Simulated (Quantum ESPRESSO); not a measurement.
# Pd (Palladium): phonons by linear response, part 2 of 3

How does Pd (Palladium) vibrate, and is this structure a minimum?

Quantum ESPRESSO 7.5; DFT LDA, scalar-relativistic, plane waves, GBRV ultrasoft pseudopotentials.

So far. Step 2 (A probe with smearing): No gap opens on this mesh, so smearing is kept; the start stands at -6.7 GPa. Step 4 (Ground state): The cell stands at 0.27 GPa, close enough for stiff modes, while soft ones can move. The relaxed cell has a = 3.845 Å (conventional setting).

### 5. Linear response on the mesh

Linear response treats each wavevector in the unit cell, with no supercell; the 4×4×4 mesh fixes the range of the force constants to be had.

The input, ph.in:

```
phonons
&inputph
   prefix = 'x'
   outdir = './tmp'
   fildyn = 'x.dyn'
   tr2_ph = 1.0d-18
   alpha_mix(1) = 0.4
   nmix_ph = 8
   ldisp = .true.
   nq1 = 4
   nq2 = 4
   nq3 = 4
/
```

Run with:

```
$ OMP_NUM_THREADS=1 mpirun -n 4 ph.x -nk 4 -in ph.in > ph.out
```

Numbers of over 12 decimals in the logs are rounded to 6 here.

The program printed:

```text
[banners, grids, parts of the stress and lines that vanish by symmetry left out]
[banner, memory and clock lines left out]
Program PHONON v.7.5

     ./tmp/x.save/

     IMPORTANT: XC functional enforced from input :
     Exchange-correlation= PZ
                           (   1   1   0   0   0   0   0)
     Any further DFT definition will be discarded
     Please, verify this is what you really want

     G-vector sticks info

     negative rho (up, down):  7.597E-02 0.000E+00
     Reading collected, re-writing distributed wavefunctions in ./tmp/

     Dynamical matrices for ( 4, 4, 4)  uniform grid of q-points
     (   8 q-points):
       N         xq(1)         xq(2)         xq(3)
       1   0.000000000   0.000000000   0.000000000
       2   0.176776695   0.176776695  -0.176776695
       3  -0.353553391  -0.353553391   0.353553391
       4   0.353553391   0.000000000   0.000000000
[...]
Number and degeneracy of irreps per q-point
       N         xq(1)         xq(2)         xq(3)   N irreps
       1   0.000000000   0.000000000   0.000000000       1
        3
       2   0.176776695   0.176776695  -0.176776695       2
        1   2
       3  -0.353553391  -0.353553391   0.353553391       2
        1   2
       4   0.353553391   0.000000000   0.000000000       2
        1   2
       5  -0.176776695  -0.530330086   0.530330086       3
     No degeneracy
       6   0.000000000  -0.353553391   0.353553391       3
     No degeneracy
       7  -0.707106781   0.000000000   0.000000000       2
        1   2
       8  -0.707106781   0.353553391   0.000000000       2
        1   2

     Calculation of q =    0.0000000   0.0000000   0.0000000

     phonons

     bravais-lattice index     =            0
     lattice parameter (alat)  =       5.1372  a.u.
     unit-cell volume          =      95.8686 (a.u.)^3
     number of atoms/cell      =            1
     number of atomic types    =            1
     kinetic-energy cut-off    =      40.0000  Ry
     charge density cut-off    =     240.0000  Ry
     convergence threshold     =      1.0E-18
     beta                      =       0.4000
     number of iterations used =            8
     Exchange-correlation= PZ
                           (   1   1   0   0   0   0   0)

     celldm(1)=    5.13725  celldm(2)=    0.00000  celldm(3)=    0.00000
     celldm(4)=    0.00000  celldm(5)=    0.00000  celldm(6)=    0.00000

     crystal axes: (cart. coord. in units of alat)
               a(1) = (  0.0000  0.7071  0.7071 )
               a(2) = (  0.7071  0.0000  0.7071 )
               a(3) = (  0.7071  0.7071  0.0000 )

     reciprocal axes: (cart. coord. in units 2 pi/alat)
               b(1) = ( -0.7071  0.7071  0.7071 )
               b(2) = (  0.7071 -0.7071  0.7071 )
               b(3) = (  0.7071  0.7071 -0.7071 )

     Atoms inside the unit cell:

     Cartesian axes

     site n.  atom      mass           positions (alat units)
        1  Pd    106.4200   tau(    1) = (    0.00000    0.00000    0.00000  )

     Computing dynamical matrix for
                    q = (   0.0000000   0.0000000   0.0000000 )

     49 Sym.Ops. (with q -> -q+G )

     G cutoff =  160.4399  (   5985 G-vectors)     FFT grid: ( 25, 25, 25)
     G cutoff =  106.9599  (   3287 G-vectors)  smooth grid: ( 24, 24, 24)

     number of k points=   145  Marzari-Vanderbilt smearing, width (Ry)=  0.0200

     PseudoPot. # 1 for Pd read from file:
     ./pseudo/Pd.upf
     Pseudo is Ultrasoft + core correction, Zval = 16.0

     Mode symmetry, O_h (m-3m)  point group:

     Atomic displacements:
     There are    1 irreducible representations

     Representation     1      3 modes -  To be done

     Alpha used in Ewald sum =   2.4000

     negative rho (up, down):  7.597E-02 0.000E+00

     Representation #   1 modes #   1   2   3

     Self-consistent Calculation
      iter #   1   av.it.:   7.9
      thresh= 1.000E-02 alpha_mix =  0.400 |ddv_scf|^2 =  1.608E-05
      iter #   2   av.it.:  10.1
      thresh= 4.011E-04 alpha_mix =  0.400 |ddv_scf|^2 =  2.510E-06
      iter #   3   av.it.:  10.6
      thresh= 1.584E-04 alpha_mix =  0.400 |ddv_scf|^2 =  6.424E-09
      iter #   4   av.it.:  11.2
      thresh= 8.015E-06 alpha_mix =  0.400 |ddv_scf|^2 =  2.090E-10
[...]
End of self-consistent calculation

     Convergence has been achieved

     Number of q in the star =    1
     List of q in the star:
[...]
Diagonalizing the dynamical matrix

     q = (    0.000000000   0.000000000   0.000000000 )

 **************************************************************************
     freq (    1) =      -0.140401 [THz] =      -4.683289 [cm-1]
     freq (    2) =      -0.140401 [THz] =      -4.683289 [cm-1]
     freq (    3) =      -0.140401 [THz] =      -4.683289 [cm-1]
 **************************************************************************

     Mode symmetry, O_h (m-3m)  point group:

     freq (   1-   3) =         -4.7  [cm-1]   --> T_1u G_15  G_4- I

     Calculation of q =    0.1767767   0.1767767  -0.1767767
     [... set-up and bands at k+q left out ...]

     Mode symmetry, C_3v (3m)   point group:

     Atomic displacements:
     There are    2 irreducible representations

     Representation     1      1 modes -  To be done

     Representation     2      2 modes -  To be done

     Message from routine init_vloc:
     Interpolation table for Vloc re-allocated

     Alpha used in Ewald sum =   2.4000

     negative rho (up, down):  7.597E-02 0.000E+00

     Representation #   1 mode #   1

     Self-consistent Calculation

[...]
[... iterations left out ...]
[...]
End of self-consistent calculation

     Convergence has been achieved

     Representation #   2 modes #   2   3

     Self-consistent Calculation

[...]
[... iterations left out ...]
[...]
End of self-consistent calculation

     Convergence has been achieved

     Number of q in the star =    8
     List of q in the star:
[...]
Diagonalizing the dynamical matrix

     q = (    0.176776695   0.176776695  -0.176776695 )

 **************************************************************************
     freq (    1) =       2.175288 [THz] =      72.559785 [cm-1]
     freq (    2) =       2.175288 [THz] =      72.559785 [cm-1]
     freq (    3) =       5.218580 [THz] =     174.073076 [cm-1]
 **************************************************************************

     Mode symmetry, C_3v (3m)   point group:

     freq (   1-   2) =         72.6  [cm-1]   --> E    L_3
     freq (   3-   3) =        174.1  [cm-1]   --> A_1  L_1

     Calculation of q =   -0.3535534  -0.3535534   0.3535534
     [... set-up and bands at k+q left out ...]

     Mode symmetry, D_3d (-3m)  point group:

     Atomic displacements:
     There are    2 irreducible representations

     Representation     1      1 modes -  To be done

[...]
Alpha used in Ewald sum =   2.4000

     negative rho (up, down):  7.597E-02 0.000E+00

     Representation #   1 mode #   1

     Self-consistent Calculation

[...]
[... iterations left out ...]
[...]
End of self-consistent calculation

     Convergence has been achieved

     Representation #   2 modes #   2   3

[...]
[... iterations left out ...]
[...]
Convergence has been achieved

     Number of q in the star =    4
     List of q in the star:
[...]
Diagonalizing the dynamical matrix

     q = (   -0.353553391  -0.353553391   0.353553391 )

[...]
freq (    1) =       3.508285 [THz] =     117.023804 [cm-1]
     freq (    2) =       3.508285 [THz] =     117.023804 [cm-1]
     freq (    3) =       7.405653 [THz] =     247.026002 [cm-1]
[...]
Mode symmetry, D_3d (-3m)  point group:

     freq (   1-   2) =        117.0  [cm-1]   --> E_u  L_3'
     freq (   3-   3) =        247.0  [cm-1]   --> A_2u L_2'

     Calculation of q =    0.3535534   0.0000000   0.0000000
     [... set-up and bands at k+q left out ...]

     Mode symmetry, C_4v (4mm)  point group:

     Atomic displacements:
     There are    2 irreducible representations

[...]
Alpha used in Ewald sum =   2.4000

[...]
Representation #   1 mode #   1

[...]
Convergence has been achieved

     Representation #   2 modes #   2   3

[...]
Convergence has been achieved

     Number of q in the star =    6
     List of q in the star:
[...]
Diagonalizing the dynamical matrix

     q = (    0.353553391   0.000000000   0.000000000 )

[...]
freq (    1) =       3.302159 [THz] =     110.148162 [cm-1]
     freq (    2) =       3.302159 [THz] =     110.148162 [cm-1]
     freq (    3) =       5.117803 [THz] =     170.711547 [cm-1]
[...]
Mode symmetry, C_4v (4mm)  point group:

     freq (   1-   2) =        110.1  [cm-1]   --> E    G_5 D_5
     freq (   3-   3) =        170.7  [cm-1]   --> A_1  G_1 D_1

     Calculation of q =   -0.1767767  -0.5303301   0.5303301
     [... set-up and bands at k+q left out ...]

     Mode symmetry, C_s (m)     point group:

     Atomic displacements:
     There are    3 irreducible representations

[...]
Alpha used in Ewald sum =   2.4000

[...]
Representation #   1 mode #   1

[...]
Convergence has been achieved

[...]
Convergence has been achieved

[...]
Convergence has been achieved

     Number of q in the star =   24
     List of q in the star:
[...]
Diagonalizing the dynamical matrix

     q = (   -0.176776695  -0.530330086   0.530330086 )

[...]
freq (    1) =       4.198372 [THz] =     140.042625 [cm-1]
     freq (    2) =       4.670659 [THz] =     155.796405 [cm-1]
     freq (    3) =       6.763928 [THz] =     225.620354 [cm-1]
[...]
Mode symmetry, C_s (m)     point group:

     freq (   1-   1) =        140.0  [cm-1]   --> A''
     freq (   2-   2) =        155.8  [cm-1]   --> A'
     freq (   3-   3) =        225.6  [cm-1]   --> A'

     Calculation of q =    0.0000000  -0.3535534   0.3535534
     [... set-up and bands at k+q left out ...]

     Mode symmetry, C_2v (mm2)  point group:

     Atomic displacements:
     There are    3 irreducible representations

[...]
Alpha used in Ewald sum =   2.4000

[...]
Convergence has been achieved

[...]
Convergence has been achieved

[...]
Convergence has been achieved

     Number of q in the star =   12
     List of q in the star:
[...]
Diagonalizing the dynamical matrix

     q = (    0.000000000  -0.353553391   0.353553391 )

[...]
freq (    1) =       3.056726 [THz] =     101.961402 [cm-1]
     freq (    2) =       4.722378 [THz] =     157.521580 [cm-1]
     freq (    3) =       6.333261 [THz] =     211.254832 [cm-1]
[...]
Mode symmetry, C_2v (mm2)  point group:

     freq (   1-   1) =        102.0  [cm-1]   --> B_1  D_3  S_3
     freq (   2-   2) =        157.5  [cm-1]   --> B_2  D_4  S_4
     freq (   3-   3) =        211.3  [cm-1]   --> A_1  D_1  S_1

     Calculation of q =   -0.7071068   0.0000000   0.0000000
     [... set-up and bands at k+q left out ...]

     Mode symmetry, D_4h(4/mmm) point group:

     Atomic displacements:
     There are    2 irreducible representations

[...]
Alpha used in Ewald sum =   2.4000

     negative rho (up, down):  7.597E-02 0.000E+00

     Representation #   1 mode #   1

[...]
Convergence has been achieved

     Representation #   2 modes #   2   3

[...]
Convergence has been achieved

     Number of q in the star =    3
     List of q in the star:
[...]
Diagonalizing the dynamical matrix

     q = (   -0.707106781   0.000000000   0.000000000 )

[...]
freq (    1) =       4.940340 [THz] =     164.791993 [cm-1]
     freq (    2) =       4.940340 [THz] =     164.791993 [cm-1]
     freq (    3) =       7.154742 [THz] =     238.656496 [cm-1]
[...]
Mode symmetry, D_4h(4/mmm) point group:

     freq (   1-   2) =        164.8  [cm-1]   --> E_u  X_5' M_5'
     freq (   3-   3) =        238.7  [cm-1]   --> A_2u X_4' M_4'

     Calculation of q =   -0.7071068   0.3535534   0.0000000
     [... set-up and bands at k+q left out ...]

     Mode symmetry, D_2d (-42m) point group:

     Atomic displacements:
     There are    2 irreducible representations

     Representation     1      1 modes -  To be done

     Representation     2      2 modes -  To be done

     Alpha used in Ewald sum =   2.4000

     negative rho (up, down):  7.597E-02 0.000E+00

     Representation #   1 mode #   1

     Self-consistent Calculation

[...]
[... iterations left out ...]
[...]
End of self-consistent calculation

     Convergence has been achieved

     Representation #   2 modes #   2   3

     Self-consistent Calculation

      iter #   1   av.it.:   8.7
      thresh= 1.000E-02 alpha_mix =  0.400 |ddv_scf|^2 =  2.748E-04

      [... iterations left out ...]
      iter #  10   av.it.:  10.9
      thresh= 1.099E-09 alpha_mix =  0.400 |ddv_scf|^2 =  3.925E-19

     End of self-consistent calculation

     Convergence has been achieved

     Number of q in the star =    6
     List of q in the star:
[...]
5   0.353553391  -0.000000000  -0.707106781
          6  -0.353553391   0.000000000   0.707106781

     Diagonalizing the dynamical matrix

     q = (   -0.707106781   0.353553391   0.000000000 )

 **************************************************************************
     freq (    1) =       4.545031 [THz] =     151.605931 [cm-1]
     freq (    2) =       5.988171 [THz] =     199.743870 [cm-1]
     freq (    3) =       5.988171 [THz] =     199.743870 [cm-1]
 **************************************************************************

     Mode symmetry, D_2d (-42m) point group:

     freq (   1-   1) =        151.6  [cm-1]   --> B_2  X_3  W_2
     freq (   2-   3) =        199.7  [cm-1]   --> E    X_5  W_3


[key lines of the parts left out:]
the Fermi energy is    19.4213 ev
```

The job ended after 27 min (4 MPI ranks of Arm Neoverse V1, shared host; 1.8 h of CPU time).

This step gave:

* largest acoustic frequency at the zone centre before the sum rule: -4.68 cm⁻¹
* lowest mode on the q mesh (acoustic ones at the zone centre apart): 72.56 cm⁻¹

Frequencies (cm⁻¹) at each irreducible wavevector; negative means imaginary. Frequencies by wavevector:

```
  q (fractions)  star  mode 1  mode 2  mode 3
          0 0 0     1   -4.68   -4.68   -4.68
       0 0 0.25     8   72.56   72.56   174.1
       0 0 -0.5     4     117     117     247
    0 0.25 0.25     6   110.2   110.2   170.7
    0 0.25 -0.5    24     140   155.8   225.6
   0 0.25 -0.25    12     102   157.5   211.2
    0 -0.5 -0.5     3   164.8   164.8   238.7
0.25 -0.5 -0.25     6   151.6   199.7   199.7
```

The acoustic modes at Γ come out as far as 4.7 cm⁻¹ from zero, where they should vanish, a small numerical error.

### 6. Force constants in real space

The dynamical matrices of the mesh are Fourier-transformed to force constants in real space.

The input, q2r.in:

```
&input
   fildyn = 'x.dyn'
   zasr = 'crystal'
   flfrc = 'x.fc'
/
```

Run with:

```
$ q2r.x < q2r.in > q2r.out
```

The program printed:

```text
[banners, grids, parts of the stress and lines that vanish by symmetry left out]
[banner, memory and clock lines left out]
Program Q2R v.7.5

  reading grid info from file x.dyn0

  reading force constants from file x.dyn1
  Dielectric Tensor not found
  nqs=            1
 q=   0.00000000  0.00000000  0.00000000
  reading force constants from file x.dyn2
  nqs=            8
 q=   0.17677670  0.17677670 -0.17677670
[...]
reading force constants from file x.dyn7
  nqs=            3
[...]
reading force constants from file x.dyn8
  nqs=            6
[...]
q=   0.35355339 -0.00000000 -0.70710678
 q=  -0.35355339  0.00000000  0.70710678

      q-space grid ok, #points =   64

      fft-check success (sum of imaginary terms < 10^-12)
```

Elapsed: 0.47 s, on 1 thread.

### 7. Dispersion

From the force constants any wavevector is cheap; points of the mesh come back as solved, but for the sum rule and, in polar crystals, the LO-TO term at Γ; the rest is interpolation.

The input, matdyn.in:

```
&input
   asr = 'crystal'
   flfrc = 'x.fc'
   flfrq = 'x.freq'
   flvec = 'x.modes'
   q_in_band_form = .true.
   q_in_cryst_coord = .true.
/
8
  0.0000000   0.0000000   0.0000000  12  ! GAMMA
  0.5000000   0.0000000   0.5000000  12  ! X
  0.6250000   0.2500000   0.6250000   1  ! U
  0.3750000   0.3750000   0.7500000  12  ! K
  0.0000000   0.0000000   0.0000000  12  ! GAMMA
  0.5000000   0.5000000   0.5000000  12  ! L
  0.5000000   0.2500000   0.7500000  12  ! W
  0.5000000   0.0000000   0.5000000   1  ! X
```

Run with:

```
$ matdyn.x -in matdyn.in > matdyn.out
```

The program printed:

```text
[banner, memory and clock lines left out]
Program MATDYN v.7.5

 mass for atomic type   1 not given; uses mass from file x.fc
 Norm of the difference between old and new effective charges:    0.000000

 Norm of the difference between old and new force-constants:   3.8248e-05

     Message from routine matdyn:
     Z* not found in file x.fc, TO-LO splitting at q=0 will be absent!
     Message from routine matdyn:
     Z* not found in file x.fc, TO-LO splitting at q=0 will be absent!

Note: The following floating-point exceptions are signalling: IEEE_UNDERFLOW_FLAG
```

Run time: 0.47 s. Hardware: 1 thread.

This step gave:

```yaml
lowest_frequency_on_the_path: 0 cm⁻¹
mean_frequency: 156.7 cm⁻¹
debye_temperature_second_moment: 305 K
logarithmic_mean_frequency: 147.3 cm⁻¹
```

Matdyn.x, sum rule crystal. The phonon branches at the labelled points (cm⁻¹):

```
    point  branch 1  branch 2  branch 3
        Γ         0         0         0
        X       165       165       239
        U       148       188       216
jump to K       148       188       216
        Γ         0         0         0
        L       117       117       247
        W       152       200       200
        X       165       165       239
```

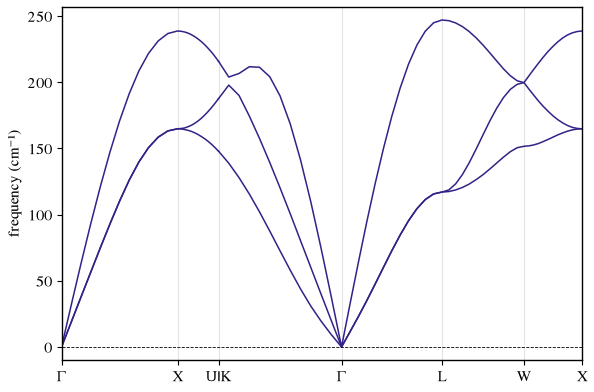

Phonon branches along the path.

Lowest modes at the softest wavevector of the mesh; phase exp(i q.(R + tau)). Modes at q = (0.000, 0.250, 0.000):

```
mode  frequency (cm⁻¹)
   1              72.6
   2              72.6
   3             174.1
```

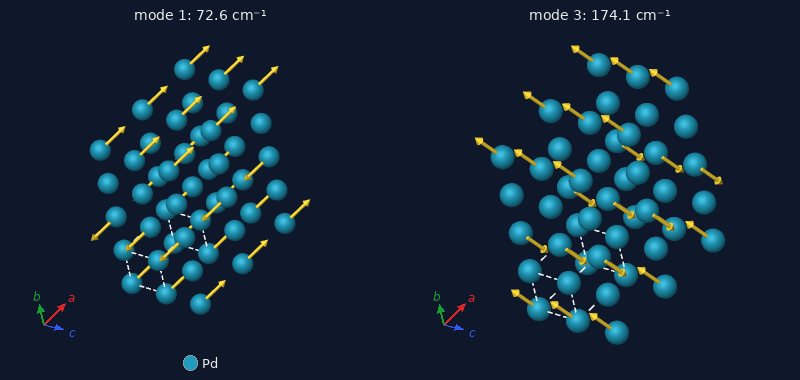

Displacement patterns of modes 1 and 3 at q = (0.000, 0.250, 0.000); arrows are exaggerated. 2×4×2 cells are drawn. The axes are those of the cell as run, not the conventional ones. Some periodic images of atoms are drawn too.

Force constants by pair (phonopy on the run's constants); pairs near half the supercell's span include their periodic images. Pair force constants, by row:

```
atom  neighbour  distance (Å)  third of the trace (eV/Å²)  along the pair's line (eV/Å²)
 Pd1     itself             0                       10.57                              –
 Pd1         Pd         2.719                      -0.868                         -2.991
 Pd1         Pd         3.845                     -0.0546                        -0.1443
 Pd1         Pd         4.709                     -0.0255                        -0.1081
 Pd1         Pd         5.437                      0.1136                         0.2858
 Pd1         Pd         6.079                      0.0119                         0.0158
 Pd1         Pd         6.659                      0.0022                         0.0022
```

(Part 2 of 3 ends here.)

[Host names and launcher messages were left out of these logs when they were recorded.]

[Logs are printed without paths, hosts, clocks, repeated set-up lines and the standing remarks that a program may print on its own settings, such as how far it seeks lower states.]

[Hosts, paths, dates, database ids (printed as entryN), source tags and the programs' standing remarks are cut or masked in the printed files.]
